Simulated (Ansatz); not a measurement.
# The vertical ionisation energy down a group: Si to Sn

One atom is swapped for its congeners: Si(SH)2; Ge(SH)2; Sn(SH)2. All are singlets with charge 0.

Shapes, held fixed at every level: PBE0-D4/def2-TZVP. Flexible molecules stand in one conformer, not always the lowest. Programs: Ansatz 0.2.0. Values in eV.

```tsv
level	Si(SH)2	Ge(SH)2	Sn(SH)2
HF/def2-TZVPP	8.32	8.62	8.43
PBE-D4/def2-TZVPP	9.00	9.30	9.00
B3LYP-D4/def2-TZVPP	9.17	9.50	9.22
wB97M-V/def2-TZVPP	9.24	9.53	9.30
MP2/def2-TZVPP	9.13	9.50	9.40
CCSD/def2-TZVPP	9.18	9.46	9.25
CCSD(T)/def2-TZVPP	9.17	9.47	9.24
```

At CCSD(T)/def2-TZVPP the vertical ionisation energy isn't monotonic: it is largest for Ge and smallest for Si (9.47 and 9.17 eV). 6 of 7 levels show this order throughout; 7 agree on the largest and the smallest. For atoms past krypton def2 sets carry core potentials with scalar relativity. Relativity is left out for Ge unless named. Correlated rows may include outer-core shells of Ge, Sn, which these sets cover unevenly.

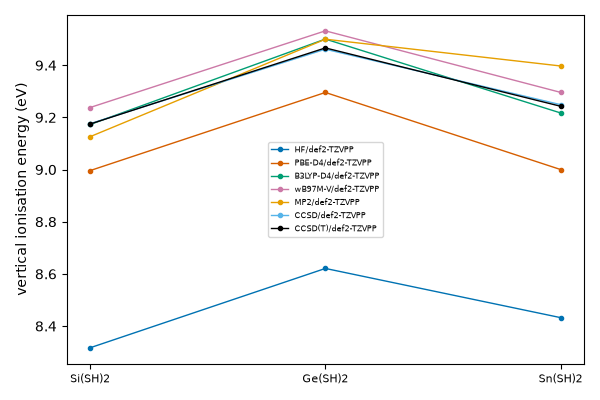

The trend along the series, level by level.
